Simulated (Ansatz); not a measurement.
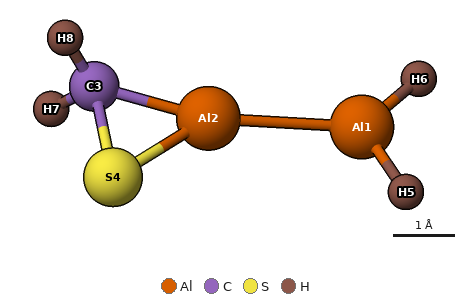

The structure as given in the input (ball-and-stick view, seen at a tilt; atoms are numbered from 1 in the order of the input). Sticks mark near contacts. Bond lengths as drawn: Al–Al 2.55 Å, Al–C 1.95 Å, Al–H 1.57 Å, Al–S 2.17 Å, C–H 1.09 Å and C–S 1.98 Å.

**Geometry relaxation of CH4Al2S (part 1 of 2)**

CH4Al2S, SMILES [AlH2][Al]1[CH2][S]1, computed with RKS PBE0-D4/def2-TZVP (Ansatz 0.2.0).

Figures and captions count atoms from 1; the log counts them from 0 in places.

Output
```
Functional definition: PBE0
  name "PBE0"
  cite "Adamo & Barone, J. Chem. Phys. 110, 6158 (1999) doi:10.1063/1.478522"
  cite "Perdew, Burke & Ernzerhof, Phys. Rev. Lett. 77, 3865 (1996) doi:10.1103/PhysRevLett.77.3865"
  parent pbe
  parameter a = 0.25
  parameter kappa = 0.804
  parameter beta = 0.06672455060314922
  exchange = (1 - a)*pbe_x(kappa = kappa, mu = beta*pi^2/3) + a*exact_x
  correlation = pbe_c(beta = beta)
1185 factors; their error is unknown
mean field evaluation 1: about -25113.7907 eV, gradient 5.1e1 eV
mean field evaluation 2: about -25078.6554 eV, gradient 9.0e1 eV
mean field evaluation 4: about -25120.4004 eV, gradient 5.9e0 eV
mean field evaluation 8: about -25120.5132 eV, gradient 6.8e-2 eV
mean field evaluation 16: about -25120.5568 eV, gradient 3.0e-5 eV
mean field -25120.55679048 eV, -923.1634347253 hartree, gradient 3.0e-5 eV, S^2 0.000000; 0 other end points of the search recorded, 0 dependent functions left out
the calculation of the forces begins
reference -25120.55682614 eV, -923.1634360355 hartree; 26, 26 occupied and 140, 140 virtual orbitals, 1185 factors
relax step   1: F+E_penalty+E_count = -25120.70083178 eV  Δ(F+E_penalty+E_count) = +0.000e0 eV  max|allowed force component| = 1.017e0 eV/Å  Δτ_max = 0.0000 Å  (28 SCF iters, accepted)
these checks for a lower state are left out or cut short: starts, cluster_reference, orbital_swaps, neighbouring_geometries, increment
1185 factors; their error is unknown
mean field -25120.63302650 eV, -923.1662363472 hartree, gradient 2.1e-5 eV, S^2 0.000000; 0 other end points of the search recorded, 0 dependent functions left out
[... from here on the field's lines of each further geometry are left out, up to the last ...]
relax step   2: F+E_penalty+E_count = -25120.77682214 eV  Δ(F+E_penalty+E_count) = -7.599e-2 eV  max|allowed force component| = 8.471e-1 eV/Å  Δτ_max = 0.1360 Å  (30 SCF iters, accepted)
relax step   3: F+E_penalty+E_count = -25120.80165749 eV  Δ(F+E_penalty+E_count) = -2.484e-2 eV  max|allowed force component| = 6.197e-1 eV/Å  Δτ_max = 0.0893 Å  (30 SCF iters, accepted)
relax step   4: F+E_penalty+E_count = -25120.78505712 eV  Δ(F+E_penalty+E_count) = +1.660e-2 eV  max|allowed force component| = 9.816e-1 eV/Å  Δτ_max = 0.1129 Å  (30 SCF iters, rejected (line search))
relax step   5: F+E_penalty+E_count = -25120.81912905 eV  Δ(F+E_penalty+E_count) = -1.747e-2 eV  max|allowed force component| = 6.799e-2 eV/Å  Δτ_max = 0.0551 Å  (31 SCF iters, accepted)
relax step   6: F+E_penalty+E_count = -25120.82319472 eV  Δ(F+E_penalty+E_count) = -4.066e-3 eV  max|allowed force component| = 2.254e-2 eV/Å  Δτ_max = 0.1000 Å  (31 SCF iters, accepted)
relax step   7: F+E_penalty+E_count = -25120.82510845 eV  Δ(F+E_penalty+E_count) = -1.914e-3 eV  max|allowed force component| = 1.386e-1 eV/Å  Δτ_max = 0.1465 Å  (30 SCF iters, accepted)
relax step   8: F+E_penalty+E_count = -25120.82860291 eV  Δ(F+E_penalty+E_count) = -3.494e-3 eV  max|allowed force component| = 1.056e-1 eV/Å  Δτ_max = 0.0540 Å  (31 SCF iters, accepted)
relax step   9: F+E_penalty+E_count = -25120.83944865 eV  Δ(F+E_penalty+E_count) = -1.085e-2 eV  max|allowed force component| = 1.980e-1 eV/Å  Δτ_max = 0.1919 Å  (30 SCF iters, accepted)
relax step  10: F+E_penalty+E_count = -25120.84098879 eV  Δ(F+E_penalty+E_count) = -1.540e-3 eV  max|allowed force component| = 4.094e-1 eV/Å  Δτ_max = 0.1951 Å  (30 SCF iters, accepted)
relax step  11: F+E_penalty+E_count = -25120.85528475 eV  Δ(F+E_penalty+E_count) = -1.430e-2 eV  max|allowed force component| = 2.058e-1 eV/Å  Δτ_max = 0.0538 Å  (31 SCF iters, accepted)
relax step  12: F+E_penalty+E_count = -25120.86795516 eV  Δ(F+E_penalty+E_count) = -1.267e-2 eV  max|allowed force component| = 2.037e-1 eV/Å  Δτ_max = 0.2000 Å  (30 SCF iters, accepted)
relax step  13: F+E_penalty+E_count = -25120.88021902 eV  Δ(F+E_penalty+E_count) = -1.226e-2 eV  max|allowed force component| = 1.239e-1 eV/Å  Δτ_max = 0.2000 Å  (29 SCF iters, accepted)
relax step  14: F+E_penalty+E_count = -25120.87903548 eV  Δ(F+E_penalty+E_count) = +1.184e-3 eV  max|allowed force component| = 1.951e-1 eV/Å  Δτ_max = 0.1362 Å  (30 SCF iters, rejected (line search))
relax step  15: F+E_penalty+E_count = -25120.87227034 eV  Δ(F+E_penalty+E_count) = +7.949e-3 eV  max|allowed force component| = 1.825e-1 eV/Å  Δτ_max = 0.0677 Å  (30 SCF iters, rejected (line search))
relax step  16: F+E_penalty+E_count = -25120.88297129 eV  Δ(F+E_penalty+E_count) = -2.752e-3 eV  max|allowed force component| = 5.147e-2 eV/Å  Δτ_max = 0.0338 Å  (31 SCF iters, accepted)
relax step  17: F+E_penalty+E_count = -25120.88048342 eV  Δ(F+E_penalty+E_count) = +2.488e-3 eV  max|allowed force component| = 1.227e-1 eV/Å  Δτ_max = 0.0715 Å  (29 SCF iters, rejected (line search))
relax step  18: F+E_penalty+E_count = -25120.88403828 eV  Δ(F+E_penalty+E_count) = -1.067e-3 eV  max|allowed force component| = 2.005e-2 eV/Å  Δτ_max = 0.0357 Å  (31 SCF iters, accepted)
relax step  19: F+E_penalty+E_count = -25120.88449292 eV  Δ(F+E_penalty+E_count) = -4.546e-4 eV  max|allowed force component| = 3.478e-2 eV/Å  Δτ_max = 0.0499 Å  (29 SCF iters, accepted)
relax step  20: F+E_penalty+E_count = -25120.88472889 eV  Δ(F+E_penalty+E_count) = -2.360e-4 eV  max|allowed force component| = 1.725e-2 eV/Å  Δτ_max = 0.0188 Å  (31 SCF iters, accepted)
relax step  21: F+E_penalty+E_count = -25120.88466564 eV  Δ(F+E_penalty+E_count) = +6.325e-5 eV  max|allowed force component| = 2.551e-2 eV/Å  Δτ_max = 0.0206 Å  (31 SCF iters, rejected (line search))
relax step  22: F+E_penalty+E_count = -25120.88486755 eV  Δ(F+E_penalty+E_count) = -1.387e-4 eV  max|allowed force component| = 5.380e-3 eV/Å  Δτ_max = 0.0100 Å  (32 SCF iters, accepted)
relax step  23: F+E_penalty+E_count = -25120.88493408 eV  Δ(F+E_penalty+E_count) = -6.653e-5 eV  max|allowed force component| = 1.595e-3 eV/Å  Δτ_max = 0.0155 Å  (31 SCF iters, accepted)
the calculation of the forces begins
reference -25120.74135905 eV, -923.1702174950 hartree; 26, 26 occupied and 140, 140 virtual orbitals, 1185 factors
relax step  24: F+E_penalty+E_count = -25120.88494523 eV  Δ(F+E_penalty+E_count) = -1.115e-5 eV  max|allowed force component| = 2.675e-3 eV/Å  Δτ_max = 0.0138 Å  (32 SCF iters, accepted)
1185 factors; their error is unknown
mean field evaluation 192: about -25120.7413 eV, gradient 1.3e-2 eV
```

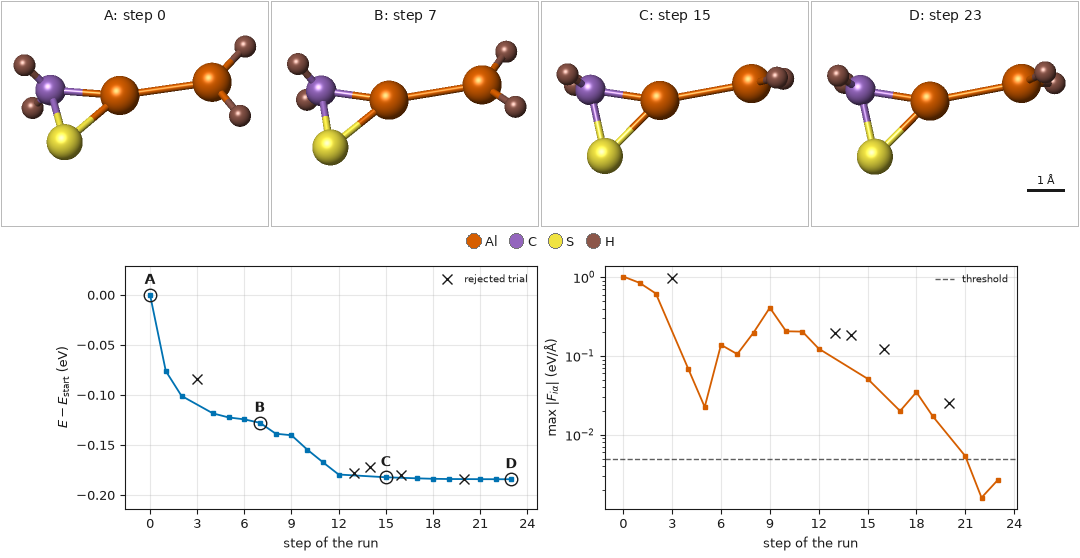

Frames of the relaxation (ball-and-stick view, seen at a tilt) above the curves, on which the letters mark them (the first geometry is step 0 here and step 1 in the log).

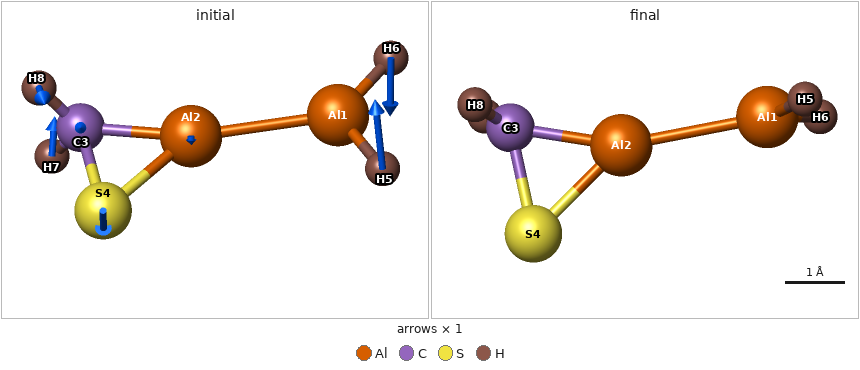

Before (left) and after (right) the relaxation, at one scale (ball-and-stick view, seen at a tilt). The blue arrows give the displacements, at true length. Over 23 geometry steps the energy falls by 0.184 eV. Largest force component: 1 eV/Å at the start, 0.0027 eV/Å at the end. The line search rejected the trial steps at points 3, 13, 14, 16, 20 (counted from 0) and went back. The largest move after the best rigid fit is that of H5, 1.29 Å. By element the largest moves are H 1.29 Å, S 0.98 Å, C 0.19 Å, Al 0.16 Å. Among the contacts that change: C3–S4 1.984 → 1.874 Å, Al2–S4 2.165 → 2.139 Å, Al2–C3 1.951 → 1.936 Å, Al1–H5 1.573 → 1.586 Å. Among the angles that change: Al2–Al1–H6 130.1° → 120.0°, Al1–Al2–S4 139.6° → 145.4°, S4–C3–H7 106.4° → 112.1°. (Atoms are counted from 1 in the order of the input.)

```
mean field -25120.74132350 eV, -923.1702161885 hartree, gradient 2.2e-5 eV, S^2 0.000000; 1 other end points of the search recorded, 0 dependent functions left out
the calculation of the forces begins
reference -25120.74135905 eV, -923.1702174950 hartree; 26, 26 occupied and 140, 140 virtual orbitals, 1185 factors
Total energy: -25120.88498079 eV, -923.1754954965 hartree
Atom 0 at    -1.332952     1.947308    -0.561624 Å, force     0.002400     0.000152     0.001220 eV/Å
Atom 1 at    -0.020598    -0.202229    -0.127402 Å, force    -0.002485    -0.000317     0.000395 eV/Å
Atom 2 at     1.222439    -1.441868     0.688038 Å, force     0.001043    -0.001259     0.000554 eV/Å
Atom 3 at     0.312473    -2.219835    -0.754262 Å, force     0.001686     0.002069     0.002022 eV/Å
Atom 4 at    -0.748797     3.046222    -1.545558 Å, force    -0.002048    -0.000747     0.000451 eV/Å
Atom 5 at    -2.724779     2.185574     0.161606 Å, force     0.001352    -0.000183    -0.001761 eV/Å
Atom 6 at     0.999131    -1.938397     1.629255 Å, force     0.000166     0.001076    -0.002675 eV/Å
Atom 7 at     2.293095    -1.376774     0.509957 Å, force    -0.002114    -0.000790    -0.000205 eV/Å
Dipole moment:    -0.094805     0.569262     0.175782 e Å
```

Trajectory as extended XYZ (Å, eV, eV/Å), 24 frames, from step=1 to step=24
```
8
Properties=species:S:1:pos:R:3:forces:R:3 step=1 energy=-25120.70083
Al   -1.3451    1.9736   -0.4807   -0.1028   0.1148  -0.1753
Al    0.0720   -0.0967   -0.0508    0.5349  -0.7952   0.0438
C     1.0705   -1.5266    0.8240    0.1935  -0.3874  -1.0175
S     1.0595   -1.6761   -1.1543   -0.2790   0.4919   0.9249
H    -1.5761    2.3058   -2.0008    0.0106   0.0064  -0.2274
H    -2.0399    2.9526    0.5319   -0.0097   0.0232   0.3036
H     0.6402   -2.4543    1.2063   -0.1798   0.2652   0.0744
H     2.1188   -1.4783    1.1245   -0.1678   0.2811   0.0735
8
Properties=species:S:1:pos:R:3:forces:R:3 step=2 energy=-25120.77682
Al   -1.3550    1.9784   -0.5198    0.0466  -0.0652   0.0599
Al    0.0861   -0.1248   -0.0784    0.0337  -0.0598   0.0035
C     1.0817   -1.5495    0.7695    0.0657  -0.1066  -0.2408
S     1.0602   -1.6834   -1.1772    0.0389   0.0130   0.8471
H    -1.5781    2.3207   -2.0512   -0.0499   0.0774   0.0066
H    -1.9867    2.8789    0.6330    0.0382  -0.0575  -0.0795
H     0.5977   -2.4069    1.2537    0.0744   0.2030  -0.3026
H     2.0942   -1.4133    1.1705   -0.2478  -0.0043  -0.2941
8
Properties=species:S:1:pos:R:3:forces:R:3 step=3 energy=-25120.80166
Al   -1.3549    1.9775   -0.5454    0.0206  -0.0238   0.0840
Al    0.0787   -0.1151   -0.0427   -0.0949   0.1356  -0.0850
C     1.0832   -1.5535    0.7546    0.2314  -0.2794   0.6197
S     1.0662   -1.6883   -1.0882   -0.0012  -0.0522  -0.5595
H    -1.6014    2.3596   -2.0676   -0.0073   0.0140   0.0559
H    -1.9746    2.8586    0.6288    0.0244  -0.0401  -0.0874
H     0.6028   -2.4178    1.2233    0.0623   0.2188  -0.0189
H     2.1000   -1.4209    1.1374   -0.2353   0.0271  -0.0087
8
Properties=species:S:1:pos:R:3:forces:R:3 step=4 energy=-25120.78506 accepted=F
Al   -1.3347    1.9619   -0.5096   -0.0111  -0.0448  -0.1596
Al    0.0912   -0.1498   -0.1495    0.0592  -0.0673   0.1153
C     1.0796   -1.5446    0.7649   -0.5923   0.7330  -0.9816
S     1.1014   -1.7614   -1.1167   -0.0135   0.0235   0.0928
H    -1.5907    2.3641   -2.0216   -0.0229   0.0632  -0.0072
H    -1.9697    2.8333    0.6487    0.0194  -0.0131   0.0712
H     0.5711   -2.3457    1.2399   -0.3222  -0.7390   0.4671
H     2.0518   -1.3578    1.1439    0.8834   0.0444   0.4020
8
Properties=species:S:1:pos:R:3:forces:R:3 step=5 energy=-25120.81913
Al   -1.3454    1.9642   -0.5406   -0.0044   0.0093  -0.0073
Al    0.0847   -0.1325   -0.0947    0.0006  -0.0026  -0.0207
C     1.0815   -1.5489    0.7627   -0.0484   0.0680  -0.0359
S     1.0796   -1.7223   -1.1133    0.0086  -0.0199   0.0034
H    -1.6084    2.3862   -2.0475   -0.0010   0.0068   0.0161
H    -1.9621    2.8311    0.6377    0.0088  -0.0185  -0.0001
H     0.5866   -2.3876    1.2446    0.0165  -0.0219   0.0225
H     2.0836   -1.3902    1.1511    0.0194  -0.0212   0.0220
8
Properties=species:S:1:pos:R:3:forces:R:3 step=6 energy=-25120.82320
Al   -1.3400    1.9618   -0.5561    0.0134  -0.0003   0.0196
Al    0.1046   -0.1336   -0.1478   -0.0148  -0.0225  -0.0018
C     1.0835   -1.5282    0.7634    0.0067   0.0048   0.0108
S     1.0397   -1.7979   -1.1016    0.0036  -0.0005   0.0039
H    -1.5706    2.4719   -2.0388    0.0018   0.0110  -0.0078
H    -2.0014    2.7415    0.6582   -0.0023  -0.0124  -0.0070
H     0.5861   -2.3356    1.2963   -0.0018   0.0194  -0.0018
H     2.0980   -1.3800    1.1265   -0.0065   0.0005  -0.0159
8
Properties=species:S:1:pos:R:3:forces:R:3 step=7 energy=-25120.82511
Al   -1.3263    1.9599   -0.5726   -0.0628   0.0574   0.0152
Al    0.1155   -0.1462   -0.2135    0.0259  -0.1106  -0.0045
C     1.0899   -1.5011    0.7622    0.0006  -0.1138   0.0402
S     0.9732   -1.9035   -1.0837   -0.0433   0.1049   0.1386
H    -1.4973    2.5943   -2.0232    0.0263  -0.0221   0.0906
H    -2.0713    2.6145    0.6790    0.0494  -0.0474  -0.1119
H     0.5939   -2.2599    1.3729    0.0595   0.1352  -0.1193
H     2.1225   -1.3579    1.0788   -0.0557  -0.0035  -0.0488
```
